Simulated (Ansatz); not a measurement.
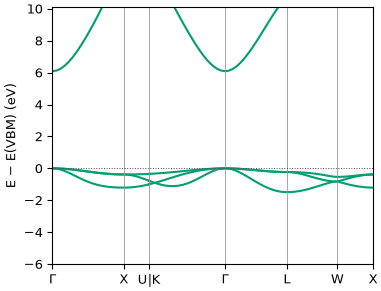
Figure: Band structure from DFT-PBE in the program Ansatz with PAW potentials

Read off the gap and where the band edges lie.

About 6.1 eV (6.09 eV by a search for the band edges); maximum at Γ, minimum at Γ.

Pick the material that matches.
A. NaCl, rock salt
B. NaF, rock salt
C. CaF2, fluorite
D. MgO, rock salt

B, NaF, rock salt

Space group Fm-3m (rock salt). The cell was relaxed with PBE under the symmetry of its start.

Potentials: the earlier of the program's two PAW sets.
